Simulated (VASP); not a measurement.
Band structure of GaN (zinc blende). Method: r2SCAN+rVV10, VASP's PBE PAW potentials (set 64) (plane waves; VASP).

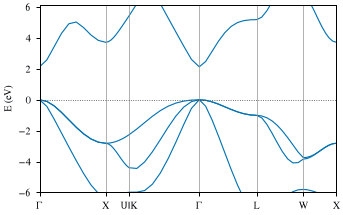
Figure: Bands along high-symmetry lines, zero at the valence-band maximum or, without a gap, the Fermi level

### Question
Read the plot: is there a gap, and where are the band edges?

### Answer
The gap is direct, 2.13 eV, from the valence maximum at Γ to the conduction minimum at Γ.

The compound is GaN in the zinc blende structure, a metastable form; wurtzite is the usual one. It was relaxed first.
